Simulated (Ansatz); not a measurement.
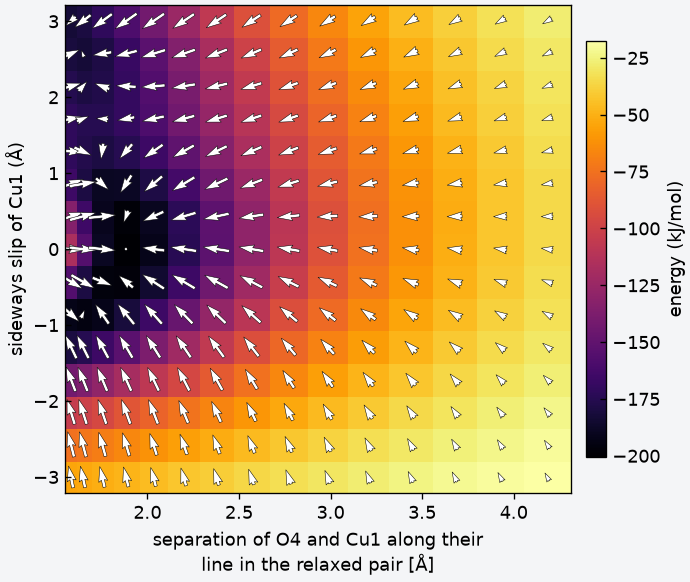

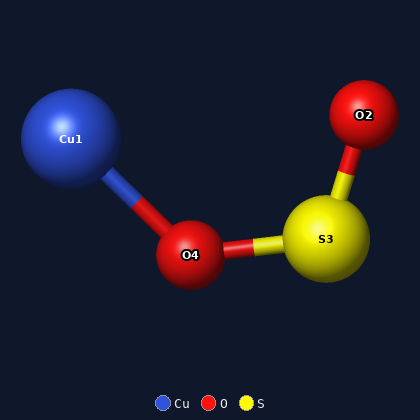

Energy landscape of CuO₂S, charge +1. First axis: separation of O4 and Cu1 along their line in the relaxed pair. Second axis: sideways slip of Cu1. Nothing is relaxed (both partners rigid). The scan uses a 15 × 15 grid. Points are written as (first, second). All energies are given in kJ/mol relative to the ion and the molecule far apart, frozen as in the relaxed pair, each in its own basis (no counterpoise correction). The calculation used Ansatz, RKS PBE-D4/def2-SVPD.

In the figure: one coloured cell a grid point, arrows along the force (downhill), their lengths compressed. The second picture is the structure at the lowest point.

What does the map say about the system?

The lowest grid point is at (1.883 Å, 0.00 Å), −200 kJ/mol from the ion and the molecule far apart, frozen as in the relaxed pair, each in its own basis (no counterpoise correction). The highest grid point, (4.182 Å, −3.00 Å), lies 183 kJ/mol above the lowest.

The values on the grid:

```csv
"second ↓, first →",1.582,1.647,1.753,1.883,2.032,2.197,2.376,2.567,2.770,2.983,3.205,3.437,3.677,3.926,4.182
3.00,−183,−180,−172,−159,−142,−125,−108,−92,−78,−66,−55,−46,−39,−33,−28
2.57,−181,−183,−179,−168,−153,−135,−117,−100,−85,−72,−60,−50,−42,−35,−29
2.14,−176,−179,−178,−170,−156,−140,−122,−106,−90,−76,−64,−54,−45,−37,−31
1.71,−172,−175,−175,−169,−158,−143,−127,−111,−95,−81,−68,−57,−47,−39,−33
1.29,−171,−177,−179,−175,−166,−151,−134,−117,−100,−85,−71,−59,−49,−41,−34
0.86,−166,−179,−189,−188,−179,−163,−144,−124,−106,−89,−74,−62,−51,−42,−35
0.43,−135,−165,−191,−198,−190,−173,−151,−130,−109,−91,−76,−63,−52,−43,−35
0.00,−116,−156,−190,−200,−193,−175,−152,−130,−109,−91,−75,−62,−51,−42,−35
−0.43,−156,−179,−197,−197,−185,−166,−144,−122,−103,−86,−72,−59,−49,−41,−34
−0.86,−193,−195,−192,−182,−166,−147,−127,−109,−93,−78,−65,−55,−46,−38,−32
−1.29,−180,−175,−165,−153,−138,−122,−107,−93,−79,−68,−58,−49,−41,−35,−30
−1.71,−143,−137,−129,−119,−108,−97,−86,−75,−66,−57,−49,−42,−36,−31,−27
−2.14,−105,−101,−96,−89,−82,−74,−67,−60,−53,−47,−41,−36,−31,−27,−24
−2.57,−75,−73,−70,−66,−61,−57,−52,−47,−42,−38,−33,−30,−26,−23,−21
−3.00,−54,−53,−51,−49,−46,−43,−39,−36,−33,−30,−27,−25,−22,−20,−18
```

Time for the 225 points that were run: 29 min on 1 thread of Arm Neoverse N1, with other jobs on the host.
